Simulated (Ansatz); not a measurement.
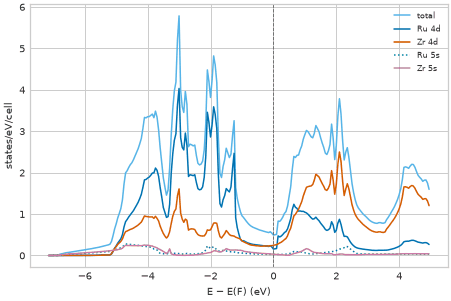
Total and projected density of states of ZrRu (CsCl type, Pm-3m), LDA (plane waves, PAW; program Ansatz)

**Question.** Which orbitals carry the states next to the Fermi level?

**Answer.** Within 0.5 eV of the Fermi level: Ru 4d 47 %, Zr 4d 40 %. Projections are on Löwdin-orthogonalised atomic valence shells; empty p or d shells of many metals are not among them.

**Question.** Where is the tallest occupied peak in this window, and what makes it?

**Answer.** Near -3.0 eV, about 5.8 states/eV per cell; the largest projected share is Ru 4d.

The first step of the workflow began from a Materials Project structure, measured or hypothetical; the Crystallography Open Database files this formula in space group No. 221, but the cells were not matched. Its standing as an ambient phase is unchecked. Symmetry was held in the LDA relaxation; of distortions, only those at the zone centre were tested. No spin polarisation was allowed. Scalar-relativistic: spin–orbit coupling is off unless named, which matters more the heavier the elements.

Potentials: the later of the program's two PAW sets.
